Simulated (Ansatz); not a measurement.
C₂H₆AlBr

Input

```
crystal:
  periodic: [false, false, false]
  atoms:
    - {symbol: C, position_ang: [2.036230, -0.455823, -1.439491]}
    - {symbol: C, position_ang: [0.867724, -1.402023, -1.142895]}
    - {symbol: Al, position_ang: [0.514879, -1.872064, 0.719785]}
    - {symbol: Br, position_ang: [1.839372, -1.003620, 2.346890]}
    - {symbol: H, position_ang: [1.909830, 0.517730, -0.939199]}
    - {symbol: H, position_ang: [2.143274, -0.258278, -2.519288]}
    - {symbol: H, position_ang: [2.994704, -0.867905, -1.085119]}
    - {symbol: H, position_ang: [-0.079513, -0.991165, -1.548056]}
    - {symbol: H, position_ang: [0.990932, -2.358137, -1.691315]}
    - {symbol: H, position_ang: [-0.651677, -2.834536, 1.188254]}
basis:
  gaussian: {orbitals: def2-TZVPD}
magnetization: {spin_polarized: false, initial_magnetization: 0}
hamiltonian: {xc: pbe0}
output: {forces: true, orbitals: {seedname: orbitals}}
```

Launched as:

```sh
ansatz run input.yaml --threads 2 --pin off --max-ram 4350MiB --events-out events.jsonl --progress --plain --runs-dir runs
```

Geometry: r2SCAN-D4/def2-SVP.

Method: isolated molecule in a Gaussian basis; Kohn-Sham density functional theory, functional PBE0 (Ansatz).

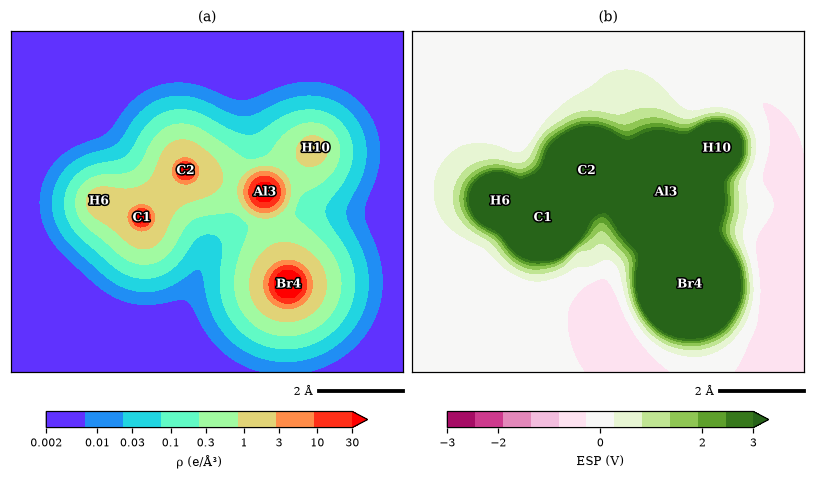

Figure 1. (a) total electron density; (b) electrostatic potential on the plane of atoms C1, C2 and Al3.

Question: Describe what can be read from this map.

Answer: The plane passes through C, Al, Br and H nuclei. C–C (1.53 Å): ρ at the midpoint is about 1.6 e/Å³. C–Al (1.95 Å): ρ is about 0.74 e/Å³ halfway. Al–Br (2.27 Å): ρ is about 0.64 e/Å³ halfway. C–H (1.10 Å): the density is about 2 e/Å³ at the midpoint. Al–H (1.58 Å): the density is about 0.56 e/Å³ at the midpoint. Outside the dense part of the molecule the potential is most negative (−0.6 V) near Br4.

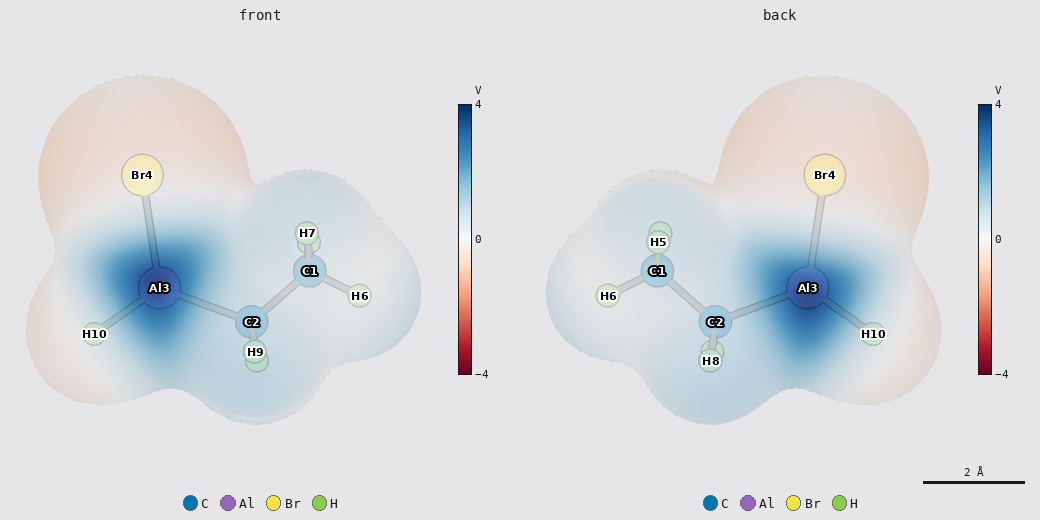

Figure 2. The molecular electrostatic potential painted on the density surface at 0.002 e/bohr³, seen from the front and from behind; red is negative and blue positive.

Question: Where is the surface potential most negative and most positive?

Answer: The most negative region (about −0.6 V) lies over Br4, the most positive (about +3.5 V) over Al3.

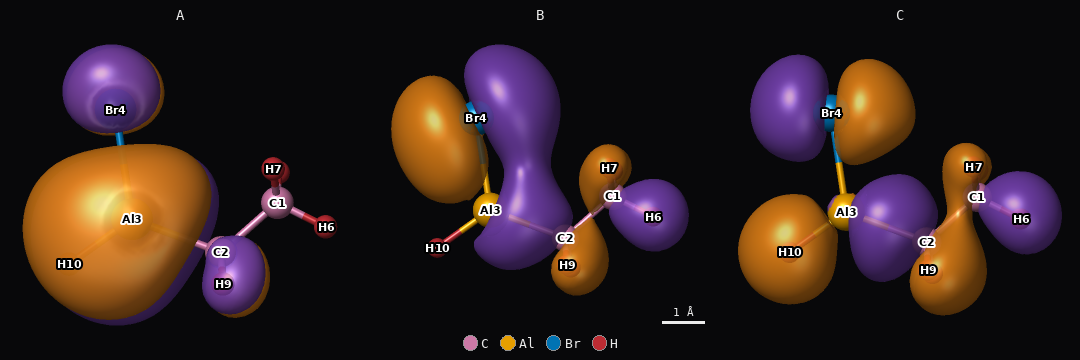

Figure 3. Three frontier orbitals at ±0.06 Å⁻³ᐟ² (orange and purple are the two phases), in no order.

Question: Which picture is the HOMO−1, the HOMO and the LUMO?

Answer: B is the HOMO−1 (−8.58 eV). By Hirshfeld shares it lies mainly on Br4 (about 65 %), Al3 (about 10 %) and C2 (about 10 %). C is the HOMO (−7.77 eV). By Hirshfeld shares it lies mainly on C2 (about 30 %), Br4 (about 25 %), Al3 (about 15 %), H10 (about 10 %) and C1 (about 5 %). A is the LUMO (−1.27 eV). By Hirshfeld shares it lies mainly on Al3 (about 70 %), Br4 (about 10 %) and H10 (about 5 %).

Question: What is the HOMO–LUMO gap?

Answer: 6.50 eV between the orbital energies.
